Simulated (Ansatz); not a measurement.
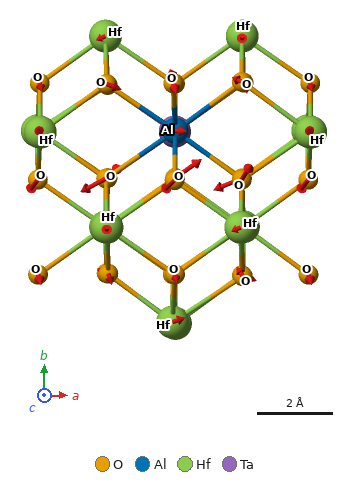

This is a relaxation of solid Hf6TaAlO16 (a generated structure, set up in P1) (coarse preliminary run). The starting structure is drawn; red arrows show the displacements (the part carried along by the change of the cell is left out), at their true length.

Style: ball-and-stick. Shown: the atoms within 5.0 Å of the atom that moves most (axes of the larger cell on standard axes (2 times the calculation's cell)), along the c axis.

Case: elements placed on the fluorite lattice at random.

The calculation used DFT PBE, scalar-relativistic, plane waves, PAW in Ansatz. (plane-wave cutoff 420 eV; k-point mesh 2 × 2 × 2; occupations gaussian; smearing width 0.1 eV; mesh shifted by (0.5, 0.5, 0.5); no spin polarisation; cell and atoms relaxed; force threshold 0.04 eV/Å; at most 50 steps)

Describe the change and its energy.

The energy falls by 193 meV per atom in 25 accepted moves (29 points after the start). The largest force component goes from 1.4 to 0.016 eV/Å. The pressure goes from −9.85 to 0.00 GPa. The line search rejected the trial steps at points 15, 23 of the run. At 2 points the geometry stayed and the basis and grid were re-selected for the new cell (energy shift of 6.9 meV per atom at most each time). The largest move relative to the cell is that of an O atom, 0.95 Å along [2 1 3]. By element the largest moves are O 0.95 Å, Ta 0.41 Å, Hf 0.37 Å, Al 0.34 Å. Cell: a 10.251 → 10.223 Å (−0.3 %), b 10.251 → 10.195 Å (−0.5 %), c 7.249 → 7.390 Å (+2.0 %), α 90.0° → 84.2°, β 135.0° → 133.5°, γ 90.0° → 89.1°. Volume +2.4 %. Near-neighbour distances that change, for instance: Hf–O 2.280 → 3.704 Å, Hf–O 2.198 → 3.555 Å, O–Ta 2.236 → 3.584 Å, Hf–O 2.176 → 3.517 Å. Bonds break: Al–O (2.25 → 3.50 Å), Hf–O (2.18 → 3.52 Å), Hf–O (2.19 → 3.42 Å), Hf–O (2.19 → 3.53 Å). Among the angles between lasting bonds that change: O–Al–O 110.8° → 153.0°, Al–O–Hf 111.4° → 147.5°, Hf–O–Ta 109.4° → 143.6°. The space group stays P1 (No. 1). Cost: 2.4 min on 4 threads of Intel(R) Xeon(R) 6975P-C (Granite Rapids), with other jobs on the host, peak memory 1.2 GiB.
